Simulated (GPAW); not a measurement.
# 1T-SnSe2 monolayer: work function by functional and basis, part 2 of 2

Aim: the work function of both faces of 1T-SnSe2 monolayer, and its spread over functionals and bases. Where a layer proves gapped, the work function hangs on where the smearing puts the Fermi level, and the band edges take its place.

GPAW 26.7.0; GPAW, PAW setups; layer in a repeated cell with vacuum, relaxation of atoms and in-plane cell (the session's first sound run).

So far, upper work function (eV): step 3 (the slab's potential, PBE, GPAW) 5.62; step 4 (LDA) 5.89; step 5 (RPBE) 5.51; step 6 (GPAW, PAW setups) 5.98.

**7. Self-consistent run: xc = "revPBE"**

Level of this step: GPAW, PAW setups; slab in vacuum (GPAW).

The same geometry under revPBE, to see how far the functional moves the levels against the vacuum.

run.py reads:

```python
import json
import numpy as np
from ase import Atoms
from gpaw import GPAW, PW

slab = Atoms(
    ['Se', 'Sn', 'Se'],
    positions=[
        [1.93202, 1.11545, 7.00000],
        [-0.00000, -0.00000, 8.59374],
        [-0.00000, 2.23091, 10.18749]],
    cell=[[3.86405, 0.0, 0.0], [-1.93202, 3.34636, 0.0], [0.0, 0.0, 17.1875]],
    pbc=[True, True, False])

slab.calc = GPAW(mode=PW(400), xc='revPBE', kpts={'size': (9, 9, 1), 'gamma': True},
                 occupations={'name': 'fermi-dirac', 'width': 0.05}, nbands='200%',
                 convergence={'density': 1e-05}, maxiter=200,
                 poissonsolver={'dipolelayer': 'xy'},
                 symmetry={'tolerance': 1e-3}, txt='slab.txt')
result = {}
energy = slab.get_potential_energy()
fermi = slab.calc.get_fermi_level()
v = slab.calc.get_electrostatic_potential().mean((0, 1)) - fermi
n = slab.calc.get_pseudo_density().mean((0, 1))
L = slab.cell[2, 2]
z = np.arange(len(v)) * L / len(v)
low, high = slab.positions[:, 2].min(), slab.positions[:, 2].max()
below, above = np.interp([low - 4.8, high + 4.8], z, v)
slopes = [np.interp(x, z, np.gradient(v, z)) for x in (low - 4.8, high + 4.8)]
eps = np.array([[slab.calc.get_eigenvalues(k, s) for k in range(len(slab.calc.get_ibz_k_points()))]
                for s in range(slab.calc.get_number_of_spins())]) - fermi
top, bottom = eps[eps < 0].max(), eps[eps > 0].min()
dipole = slab.get_dipole_moment()[2]
print(f'energy {energy:.4f} eV, Fermi level {fermi:.4f} eV, dipole {dipole:.5f} e A')
print(f'potential 4.8 A off the faces, from the Fermi level: lower {below:.4f} eV, upper {above:.4f} eV')
print(f'slope of the potential there: lower {slopes[0]:.5f}, upper {slopes[1]:.5f} eV/A')
print(f'nearest levels on the mesh: {top:.4f} and {bottom:.4f} eV')
print('magnetic moment', round(slab.get_magnetic_moment(), 3))
result.update(energy=energy, fermi=fermi, dipole=dipole, below=below, above=above, slopes=slopes, edges=[top, bottom],
              z=z.tolist(), v=v.tolist(), n=n.tolist(), positions=slab.positions.tolist(),
              forces=slab.get_forces(apply_constraint=False).tolist(), moments=slab.get_magnetic_moments().tolist())
json.dump(result, open('result.json', 'w'))
```

Command:

```
$ OMP_NUM_THREADS=1 OPENBLAS_NUM_THREADS=1 python run.py
```

Log:

```text
energy -11.1372 eV, Fermi level -1.6719 eV, dipole 0.00008 e A
potential 4.8 A off the faces, from the Fermi level: lower 5.5086 eV, upper 5.5105 eV
slope of the potential there: lower -0.00018, upper 0.00018 eV/A
nearest levels on the mesh: -0.4644 and 0.4471 eV
magnetic moment 0.0
```

Elapsed: 18 s, on 1 thread of Arm Neoverse V2, shared host; peak memory 0.19 GiB.

This step gave:

```yaml
dipole_along_the_normal: 8.05e-5 e·Å
levels_nearest_the_fermi_level_on_the_mesh: -0.4644, 0.4471 eV from the Fermi level
upper_work_function: 5.511 eV
lower_work_function: 5.509 eV
upper_ionisation_energy: 5.975 eV
```

The highest filled level lies 0.464 eV under the Fermi level, so the ionisation energy from the upper face is 5.511 + 0.464 = 5.975 eV, against 6.053 eV in the base run.

**8. OptPBE vdW: xc = "optPBE-vdW"**

The same geometry under optPBE-vdW, to see how far the functional moves the levels against the vacuum (the van der Waals functionals take revPBE setups).

run.py: that of step 7 with these lines changed.

```diff
@@ -14,3 +14,3 @@
 
-slab.calc = GPAW(mode=PW(400), xc='revPBE', kpts={'size': (9, 9, 1), 'gamma': True},
+slab.calc = GPAW(mode=PW(400), xc='optPBE-vdW', kpts={'size': (9, 9, 1), 'gamma': True},
                  occupations={'name': 'fermi-dirac', 'width': 0.05}, nbands='200%',
```

Log:

```text
energy -50.6125 eV, Fermi level -1.9186 eV, dipole 0.00008 e A
potential 4.8 A off the faces, from the Fermi level: lower 5.8265 eV, upper 5.8284 eV
slope of the potential there: lower -0.00021, upper 0.00021 eV/A
nearest levels on the mesh: -0.4383 and 0.4211 eV
magnetic moment 0.0
```

It took 24 s on 1 thread; peak memory 0.33 GiB.

Numbers from this step:

```
dipole along the normal                    : 8.06e-5 e·Å
levels nearest the Fermi level on the mesh : -0.4383, 0.4211 eV from the Fermi level
upper work function                        : 5.828 eV
lower work function                        : 5.826 eV
upper ionisation energy                    : 6.267 eV
```

The highest filled level lies 0.438 eV under the Fermi level, so the ionisation energy from the upper face is 5.828 + 0.438 = 6.267 eV, against 6.053 eV in the base run.

**9. Real-space grid: mode = "fd"**

A real-space grid is a second complete basis, so it checks the plane-wave result.

run.py: that of step 8 with these lines changed.

```diff
@@ -3,3 +3,3 @@
 from ase import Atoms
-from gpaw import GPAW, PW
+from gpaw import GPAW
 
@@ -14,3 +14,3 @@
 
-slab.calc = GPAW(mode=PW(400), xc='optPBE-vdW', kpts={'size': (9, 9, 1), 'gamma': True},
+slab.calc = GPAW(mode='fd', h=0.18, xc='PBE', kpts={'size': (9, 9, 1), 'gamma': True},
                  occupations={'name': 'fermi-dirac', 'width': 0.05}, nbands='200%',
```

Log:

```text
energy -12.0618 eV, Fermi level -5.6129 eV, dipole -0.00006 e A
potential 4.8 A off the faces, from the Fermi level: lower 5.6118 eV, upper 5.6138 eV
slope of the potential there: lower -0.00009, upper 0.00009 eV/A
nearest levels on the mesh: -0.4382 and 0.4212 eV
magnetic moment 0.0
```

Elapsed: 74 s, on 1 thread; peak memory 0.5 GiB.

Numbers from this step:

| Property | Result |
| --- | --- |
| dipole along the normal | -5.59e-5 e·Å |
| levels nearest the Fermi level on the mesh | -0.4382, 0.4212 eV from the Fermi level |
| upper work function | 5.614 eV |
| lower work function | 5.612 eV |
| upper ionisation energy | 6.052 eV |

The highest filled level lies 0.438 eV under the Fermi level, so the ionisation energy from the upper face is 5.614 + 0.438 = 6.052 eV, against 6.053 eV in the base run.

**10. Atomic orbitals: mode = "lcao"**

Atom-centred orbitals end a few angstrom from the surface, which tests how much the density's tail matters.

run.py: that of step 9 with these lines changed.

```diff
@@ -14,4 +14,4 @@
 
-slab.calc = GPAW(mode='fd', h=0.18, xc='PBE', kpts={'size': (9, 9, 1), 'gamma': True},
-                 occupations={'name': 'fermi-dirac', 'width': 0.05}, nbands='200%',
+slab.calc = GPAW(mode='lcao', basis='dzp', h=0.18, xc='PBE', kpts={'size': (9, 9, 1), 'gamma': True},
+                 occupations={'name': 'fermi-dirac', 'width': 0.05}, nbands='120%',
                  convergence={'density': 1e-05}, maxiter=200,
```

Log:

```text
energy -11.1855 eV, Fermi level -5.4180 eV, dipole -0.00006 e A
potential 4.8 A off the faces, from the Fermi level: lower 5.4170 eV, upper 5.4190 eV
slope of the potential there: lower 0.00000, upper 0.00000 eV/A
nearest levels on the mesh: -0.4562 and 0.4409 eV
magnetic moment 0.0
```

Wall time 19 s (1 thread); peak memory 0.27 GiB.

Numbers from this step:

| Item | Value |
| --- | --- |
| dipole along the normal | -5.61e-5 e·Å |
| levels nearest the Fermi level on the mesh | -0.4562, 0.4409 eV from the Fermi level |
| upper work function | 5.419 eV |
| lower work function | 5.417 eV |
| upper ionisation energy | 5.875 eV |

The highest filled level lies 0.456 eV under the Fermi level, so the ionisation energy from the upper face is 5.419 + 0.456 = 5.875 eV, against 6.053 eV in the base run.

**11. Cost and result by level**

Times are for 1 thread of Arm Neoverse V2, shared host. The runs compared:

```
no.         run  upper ionisation energy (eV)  time  memory (GiB)
  1          pw                         6.053  18 s          0.19
  2         LDA                         6.261  19 s          0.18
  3        RPBE                         5.982  18 s          0.19
  4     vdW DF2                         6.384  24 s          0.33
  5      revPBE                         5.975  18 s          0.19
  6  optPBE vdW                         6.267  24 s          0.33
  7          fd                         6.052  74 s           0.5
  8        lcao                         5.875  19 s          0.27
```

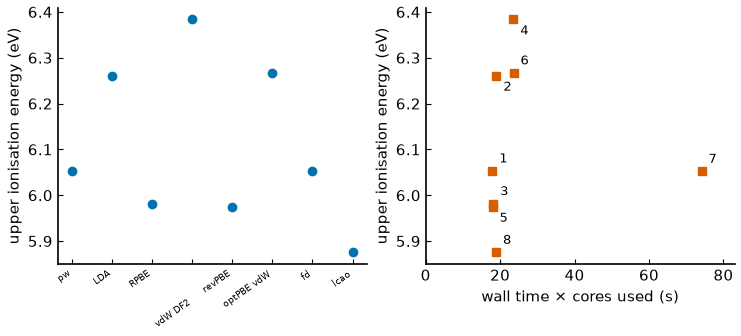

The series as plots; the last panel sets the first result against cost, with the runs numbered as in the table.

**12. Side by side**

Results and costs are gathered.

This step: comparison of work functions, dipole and cost (GPAW 26.7.0).

Ladder, by row:

```
      step  code  work function, upper (eV)  work function, lower (eV)  dipole (e Å)  wall time (s)  peak memory (GiB)  threads
        pw  GPAW                      5.617                      5.615       8.08e-5          17.91               0.19        1
       LDA  GPAW                      5.892                       5.89       8.23e-5          19.01               0.18        1
      RPBE  GPAW                      5.509                      5.507       8.04e-5          18.14               0.19        1
   vdW-DF2  GPAW                      5.985                      5.983       8.02e-5          23.56               0.33        1
    revPBE  GPAW                      5.511                      5.509       8.05e-5          17.98               0.19        1
optPBE-vdW  GPAW                      5.828                      5.826       8.06e-5          23.61               0.33        1
        fd  GPAW                      5.614                      5.612      -5.59e-5          74.12                0.5        1
      lcao  GPAW                      5.419                      5.417      -5.61e-5           18.9               0.27        1
```

**13. A changed run**

One more run, with changed settings.

This step: GPAW, PAW setups; slab in vacuum (GPAW 26.7.0).

run.py: that of step 10 with these lines changed.

```diff
@@ -3,3 +3,3 @@
 from ase import Atoms
-from gpaw import GPAW
+from gpaw import GPAW, PW
 
@@ -12,7 +12,7 @@
     cell=[[3.86405, 0.0, 0.0], [-1.93202, 3.34636, 0.0], [0.0, 0.0, 17.1875]],
-    pbc=[True, True, False])
+    pbc=[True, True, True])
 
-slab.calc = GPAW(mode='lcao', basis='dzp', h=0.18, xc='PBE', kpts={'size': (9, 9, 1), 'gamma': True},
-                 occupations={'name': 'fermi-dirac', 'width': 0.05}, nbands='120%',
-                 convergence={'density': 1e-05}, maxiter=200,
+slab.calc = GPAW(mode=PW(400), xc='PBE', kpts={'size': (9, 9, 1), 'gamma': True},
+                 occupations={'name': 'fermi-dirac', 'width': 0.05}, nbands='200%',
+                 convergence={'density': 1e-05}, maxiter=50,
                  poissonsolver={'dipolelayer': 'xy'},
```

Log:

```text
AssertionError
```

The job ended after 0.75 s (1 thread; peak memory 0.13 GiB).

The input was rejected at the start.

The fault put into the input: a dipole layer in a cell that repeats along the normal (pbc_z = true).

**14. Results**

| Property | Result |
| --- | --- |
| work function, both faces (Fermi level placed in the gap by the smearing) | 5.62 eV |
| ionisation energy from the upper face (highest filled level on the mesh) | 6.05 eV |
| electron affinity from the upper face (lowest empty Kohn-Sham level on the mesh) | 5.20 eV |
| dipole along the normal | 8.1e-5 e Å, near the numerical noise |

In words: With plane waves and PBE the ionisation energy from the upper face is 6.05 eV and the Kohn-Sham electron affinity 5.20 eV. The levels nearest the Fermi level on the mesh lie 0.856 eV apart, so the slab is gapped there: the smearing puts the Fermi level inside the gap, and from either face the ionisation energy is the work function plus 0.44 eV. Both are Kohn-Sham levels on the mesh, and semilocal gaps are too small, so the affinity tends to come out too large and the ionisation energy too small. Work functions of a gapped slab move with the place of the Fermi level in the gap; over the runs without a planted fault the highest filled level on the mesh lies 5.88 (lcao) to 6.38 eV (vdW-DF2) under the upper vacuum level. The layer's cell and atoms come from the relaxation; spin-orbit coupling and temperature are left out.

[Logs are printed without paths, hosts, clocks, repeated set-up lines and the standing remarks that a program may print on its own settings, such as how far it seeks lower states.]

[Hosts, paths, dates, database ids (printed as entryN), source tags and the programs' standing remarks are cut or masked in the printed files.]
